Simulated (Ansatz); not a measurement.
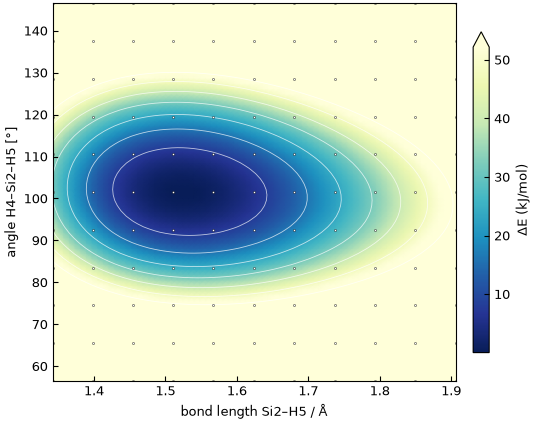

H5OSi2, SMILES [O-][SiH2][SiH3], charge −1. First axis: bond length Si2–H5. Second axis: angle H4–Si2–H5. Nothing is relaxed (all other coordinates rigid). Grid: 11 × 11 points. Points are written as (first, second). Energies are in kJ/mol, from the relaxed molecule at the same level. Theory: RKS CAM-B3LYP-D4/def2-SVPD in Ansatz.

Drawn: a smooth colour map with a few white contour lines, dots at the grid points, one colour for all values above the top of the scale. Between grid points the surface is interpolated.

### Estimate the position of the minimum and the force constants in these coordinates.

The interpolated minimum is at bond length Si2–H5 ≈ 1.525 Å, angle H4–Si2–H5 ≈ 101.5°. The curvatures there are about 15 eV/Å² and 5 eV/rad², with a cross term of about 0.6 eV/(Å·rad). Round the minimum the two coordinates are weakly coupled (coupling 0.07 in units of the two stiffnesses). (1 eV is 96.5 kJ/mol.)
